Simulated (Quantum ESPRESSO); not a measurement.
## What a tighter setting buys: K_POINTS, MgZn5 (R32, 6 atoms in the cell)

```
MgZn5
1.0
    2.38106     1.37471     4.63556
   -2.38106     1.37471     4.63556
    0.00000    -2.74942     4.63556
Mg Zn
1 5
Direct
  0.50000   0.50000   0.50000
  0.00000   0.67071   0.32929
  0.32929   0.00000   0.67071
  0.67071   0.32929   0.00000
  0.83628   0.83628   0.83628
  0.16372   0.16372   0.16372
```

Computed with PBEsol, GBRV 1.5 ultrasoft (PBESOL) pseudopotentials (plane waves; Quantum ESPRESSO 7.5).

Base settings: ecutwfc = 50 Ry; ecutrho = 250 Ry; occupations = smearing; smearing = mp; degauss = 0.0036749 Ry; potentials = {Mg: mg_pbesol_v1.4.uspp.F.UPF, Zn: zn_pbesol_v1.uspp.F.UPF}; K_POINTS = automatic 5 5 5 0 0 0; conv_thr = 1e-10 Ry; mixing_beta = 0.7.

Misses are taken against the tightest run, automatic 11 11 11 0 0 0, which need not be fully converged itself. The energy is the free energy per atom.

The count of work is k-points × plane waves × bands × iterations; it is no time, and leaves out set-up, grids and terms that scale otherwise. Core times come from one kind of shared machine and are given to one figure; runs under 30 s give none.

The starting cell comes from a database of computed structures (which also holds hypothetical and non-ambient phases and stackings), without a prior relaxation at this level.

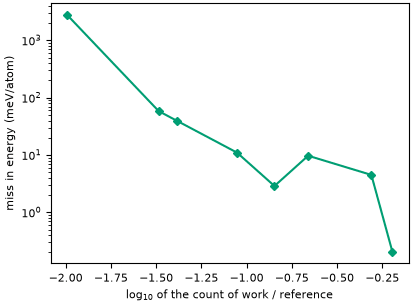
Miss against the count of work; the reference run is not drawn, and misses under 0.1 meV/atom are drawn there.

| K_POINTS | energy less reference (meV/atom) | pressure less reference (GPa) | largest difference in the force on any atom (eV/Å) | count of work / reference | core time / reference (rough) |
|---|---|---|---|---|---|
| automatic 1 1 1 0 0 0 | 2752.25 | 18.74 | 1.054 | 0.010 | – |
| automatic 2 2 2 0 0 0 | 58.19 | 1.93 | 0.345 | 0.033 | – |
| automatic 3 3 3 0 0 0 | 39.95 | 1.50 | 0.103 | 0.041 | – |
| automatic 4 4 4 0 0 0 | -11.02 | 0.19 | 0.016 | 0.089 | 0.1 |
| automatic 5 5 5 0 0 0 | -2.89 | 0.07 | 0.007 | 0.14 | 0.2 |
| automatic 6 6 6 0 0 0 | 9.73 | 0.02 | 0.030 | 0.22 | 0.2 |
| automatic 8 8 8 0 0 0 | -4.50 | 0.14 | 0.018 | 0.49 | 0.5 |
| automatic 9 9 9 0 0 0 | 0.21 | 0.07 | 0.005 | 0.64 | 0.7 |
| automatic 11 11 11 0 0 0 | 0.00 | 0.00 | 0.000 | 1.0 | 1 |

Coarsest setting among those run that, with all tighter ones, holds the energy within 5 meV/atom of the reference: automatic 8 8 8 0 0 0, off by 4.5 meV/atom; its saving against the reference is no more than about a factor of 2 in the count of work. The coarser automatic 5 5 5 0 0 0 also lies inside, but a setting between leaves the range again, so that is luck.

Coarsest setting among those run that, with all tighter ones, holds the energy within 1 meV/atom of the reference: automatic 9 9 9 0 0 0, off by 0.21 meV/atom; its saving against the reference is no more than about a factor of 2 in the count of work.

Smallest miss in the energy for at most 0.05 times the reference's count of work: automatic 3 3 3 0 0 0, with a miss of 40 meV/atom at a count of 0.041.

The step from automatic 1 1 1 0 0 0 to automatic 3 3 3 0 0 0: it takes the miss in the energy from 2800 to 40 meV/atom, for 4.0 times the count of work.
